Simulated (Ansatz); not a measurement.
Bands of a (4,0) BN nanotube, along its axis.

Level of theory: PBE (plane waves to 420 eV, PAW; Ansatz, a quantum-chemistry and plane-wave program). Mesh 1×1×8. No spin polarisation. One-dimensional cell, images about 11 Å apart. An idealised model, rolled from the flat sheet. It keeps the symmetry and period of its start, so it need not be a minimum against all distortions.

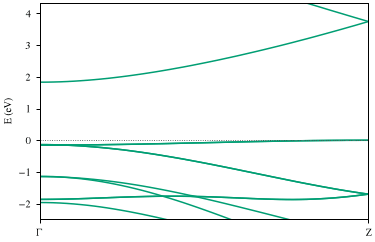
Fig. 1. Bands from the zone centre to the zone edge (period 4.27 Å); the dotted line marks the highest filled level

Task: Is it a metal or a semiconductor at this level? Give what the bands show.

Result: A semiconductor in PBE.
| Property | Value |
|---|---|
| PBE gap | 1.83 eV, indirect, from the zone edge to Γ |
